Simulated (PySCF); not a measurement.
# MgH₂: structure of the singlet

Aim: relax MgH₂ as a singlet from a bent start, check by its vibrations whether the end is a minimum, and collect its spectrum and constants.

Program: PySCF 2.14.0. Level of theory: B3LYP, basis Mg def2-TZVP, H def2-TZVP, no relativity, density fitting. These are calculated values, not measurements.

## (1) The system as given

3 atoms, charge 0, spin multiplicity 1.

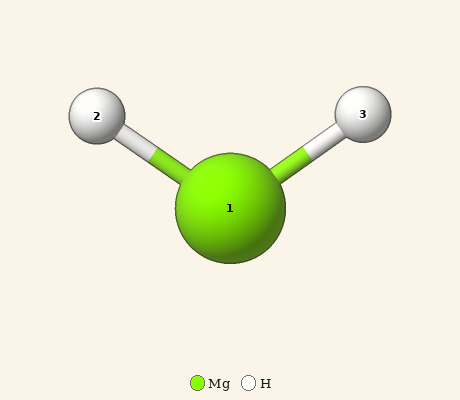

Start geometry, drawn with magnesium green, hydrogen white; atoms are numbered from 1 in the order of the file.

```xyz
3
charge 0 multiplicity 1
Mg    0.0000    0.0000    0.0000
H     1.4007    0.0000    0.9808
H    -1.4007    0.0000    0.9808
```

## (2) The SCF at the typed geometry

The steps below are one call of a driver around PySCF. For each, scf.py gives the equivalent set-up of the SCF; relaxations use the driver's own optimiser. After this first run the driver tries any further starts and a stability analysis.

The input, scf.py:

```python
from pyscf import gto, scf, dft
mol = gto.M(atom='''
Mg     0.000000     0.000000     0.000000
H      1.400700     0.000000     0.980800
H     -1.400700     0.000000     0.980800''',
    basis={'Mg': 'def2-TZVP', 'H': 'def2-TZVP'},
    charge=0, spin=0)
mf = dft.RKS(mol, xc='B3LYP')
mf.grids.atom_grid = (50, 194)
aux = {'Mg': 'def2-universal-JKFIT', 'H': 'def2-universal-JKFIT'}
mf = mf.density_fit(auxbasis=aux)
mf.conv_tol = 1e-08
mf.diis_space = 10
mf.max_cycle = 60
mf.init_guess = 'minao'
mf.verbose = 4
mf.kernel()
```

On the command line:

```sh
OMP_NUM_THREADS=2 python axn.py task.json out
```

The log of the run:

```text
init E= -201.092461557924
  HOMO = -0.276253909614542  LUMO = -0.0933433123475966  gap/eV = 4.97725
cycle= 1 E= -201.209810445865  delta_E= -0.117  |g|= 0.241  |ddm|= 1.38
  HOMO = -0.194701696977282  LUMO = -0.095246751108399  gap/eV = 2.70631
cycle= 2 E= -201.21862729429  delta_E= -0.00882  |g|= 0.186  |ddm|= 0.554
  HOMO = -0.235023143428609  LUMO = -0.0895184273295015  gap/eV = 3.95938
cycle= 3 E= -201.233935064823  delta_E= -0.0153  |g|= 0.0115  |ddm|= 0.267
  HOMO = -0.234421476368139  LUMO = -0.0905678936070844  gap/eV = 3.91446
cycle= 4 E= -201.233979156746  delta_E= -4.41e-05  |g|= 0.0014  |ddm|= 0.0112
  HOMO = -0.234093451348831  LUMO = -0.0905478180965931  gap/eV = 3.90608
cycle= 5 E= -201.233980114166  delta_E= -9.57e-07  |g|= 0.000171  |ddm|= 0.00236
  HOMO = -0.234088406894035  LUMO = -0.0905229130731264  gap/eV = 3.90662
cycle= 6 E= -201.233980123014  delta_E= -8.85e-09  |g|= 4.49e-05  |ddm|= 0.000225
  HOMO = -0.234107820179761  LUMO = -0.0905233537065957  gap/eV = 3.90713
Extra cycle  E= -201.233980123481  delta_E= -4.67e-10  |g|= 2.96e-05  |ddm|= 8.44e-05
converged SCF energy = -201.233980123481
```

This step, with its further starts and checks, needed 0.9 s of wall time on 2 threads of Arm Neoverse N1, shared host.

The test of internal stability found no lower closed-shell solution.

## (3) Bent start, singlet: relaxation

The program finds C2v symmetry in the start, which this walk keeps.

scf.py: that of step 2 with these lines changed.

```diff
@@ -3,3 +3,3 @@
-Mg     0.000000     0.000000     0.000000
-H      1.400700     0.000000     0.980800
-H     -1.400700     0.000000     0.980800''',
+Mg     0.000000     0.000000    -0.076034
+H      1.400700     0.000000     0.904766
+H     -1.400700     0.000000     0.904766''',
@@ -15 +14,0 @@
-mf.init_guess = 'minao'
```

Steps of the walk:

```tsv
step	energy (Eh)	change (kJ/mol)	largest symmetric gradient (Eh/bohr)
0	-201.233980	0.00	0.02564
1	-201.247431	-35.31	0.02244
2	-201.256317	-58.65	0.01773
3	-201.259146	-66.07	0.01225
4	-201.261579	-72.46	0.00968
5	-201.263532	-77.59	0.00190
6	-201.263654	-77.91	0.00029
7	-201.263657	-77.92	0.00001
```

The walk took 2.8 s.

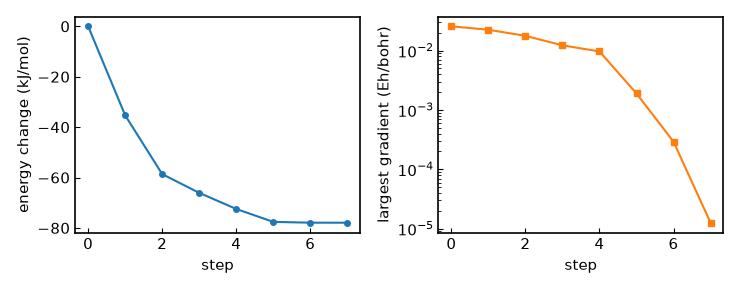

Energy and largest gradient along the walk.

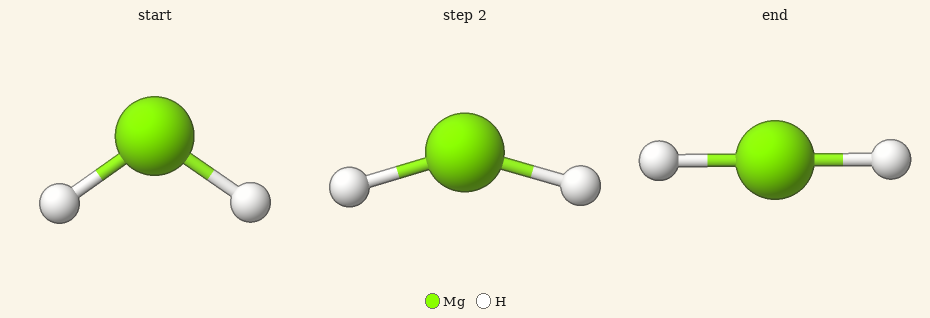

Start and end of the relaxation, with a step between.

It settles in D∞h symmetry, 77.9 kJ/mol below the start, after 7 steps: Mg–H 1.700 Å (×2); H–Mg–H 180.0°.

## (4) Is it a minimum? Harmonic modes

On the finer grid the gradient is checked again; gradients at displacements of ±0.02 bohr then give force constants and infrared intensities.

scf.py: that of step 3 with these lines changed.

```diff
@@ -3,3 +3,3 @@
-Mg     0.000000     0.000000    -0.076034
-H      1.400700     0.000000     0.904766
-H     -1.400700     0.000000     0.904766''',
+Mg     0.000000     0.000000     0.000000
+H      1.699836     0.000000     0.000000
+H     -1.699836     0.000000     0.000000''',
@@ -9 +9 @@
-mf.grids.atom_grid = (50, 194)
+mf.grids.atom_grid = (75, 302)
@@ -12 +12 @@
-mf.conv_tol = 1e-08
+mf.conv_tol = 1e-10
```

The driver hands on the density of the step before, so the log starts near convergence.

Log of the central SCF (cycles and frontier levels):

```text
init E= -201.263649780697
  HOMO = -0.259382579047777  LUMO = -0.0277173205684666  gap/eV = 6.30393
cycle= 1 E= -201.263649780699  delta_E= -1.82e-12  |g|= 9.85e-07  |ddm|= 3.19e-06
  HOMO = -0.259382301117938  LUMO = -0.0277173177401434  gap/eV = 6.30393
Extra cycle  E= -201.263649780699  delta_E= -1.42e-13  |g|= 4.25e-07  |ddm|= 1.51e-06
converged SCF energy = -201.263649780699
```

The whole step took 3.7 s.

Geometry: D∞h; Mg–H 1.700 Å (×2); H–Mg–H 180.0°.

Harmonic modes (main isotopes):

```json
{"symmetry": "πu", "ω (cm⁻¹)": "456", "IR (km/mol)": "886", "type": "bend"}
{"symmetry": "σg+", "ω (cm⁻¹)": "1613", "IR (km/mol)": "0.0", "type": "stretch"}
{"symmetry": "σu+", "ω (cm⁻¹)": "1644", "IR (km/mol)": "427", "type": "stretch"}
```

No imaginary mode, so this is a minimum.

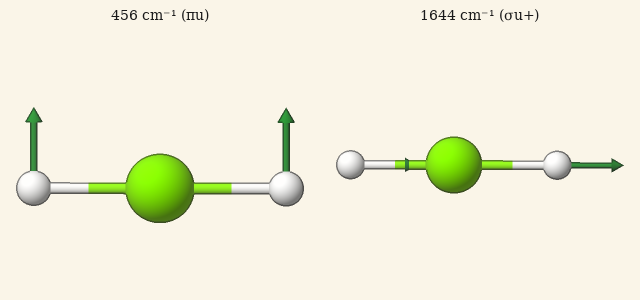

Displacements of 2 of the modes, as arrows (one member where a mode is degenerate).

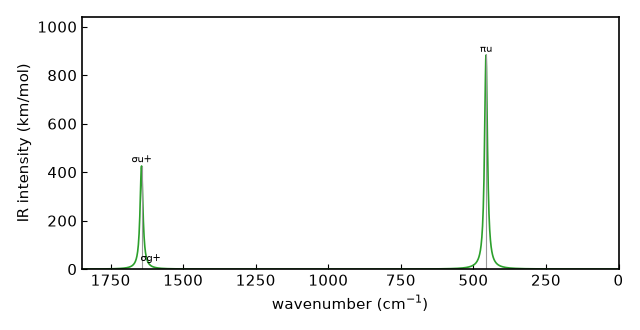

The harmonic infrared spectrum (widths in cm⁻¹). Lines are broadened to a width of 12 cm⁻¹ (Lorentzian).

Properties at this point:

```yaml
Dipole_moment: 0.00 D
Highest_occupied_level: -7.06 eV
Lowest_empty_level: -0.75 eV
Rotational_constants: 2.894 cm⁻¹
Zero-point_energy: 24.9 kJ/mol
Principal_polarisabilities: 30.8, 30.8, 38.4 bohr³
Atomisation_energy_without_zero-point_energy: 440 kJ/mol
Principal_traceless_quadrupole_moments_about_the_centre_of_mass: -12.33, 6.16, 6.16 D Å
Entropy_at_298.15_K_and_1_bar: 194.1 J/(mol K)
Heat_capacity_Cp_at_298.15_K: 40.8 J/(mol K)
Enthalpy_at_298.15_K_above_0_K: 10.05 kJ/mol
Rotational_symmetry_number: 2
```

Charges (e) and bond orders:

| atom | Mulliken | Löwdin | polar tensor | Mayer order to Mg1 |
| --- | --- | --- | --- | --- |
| Mg1 | 0.26 | 0.40 | 0.91 | – |
| H2,3 | -0.13 | -0.20 | -0.46 | 0.89 |

Mulliken populations on Mg1: s 5.07, p 6.58, d 0.10.

## (5) Results

| quantity | value |
| --- | --- |
| minimum | singlet, D∞h |
| geometry | Mg–H 1.700 Å (×2); H–Mg–H 180.0° |
| wavenumbers (cm⁻¹) | 456 (πu), 1613 (σg+), 1644 (σu+) |
| dipole moment | 0.00 D |
| highest occupied, lowest empty level | -7.06, -0.75 eV |
| polar-tensor charge of Mg1 | +0.91 e |
| zero-point energy | 24.9 kJ/mol |
| entropy at 298.15 K | 194.1 J/(mol K) |
| atomisation energy (no zero-point energy) | 440 kJ/mol |

What this shows: From C2v at the start the molecule goes to a D∞h minimum. The strongest infrared band lies at 456 cm⁻¹ (πu, bend). Mg1 has a polar-tensor charge of +0.9 e (a dipole derivative, not a static charge), yet symmetry cancels the bond dipoles. Other starts or spin states, not run here, may lie lower.

The search up to here took 7.5 s.
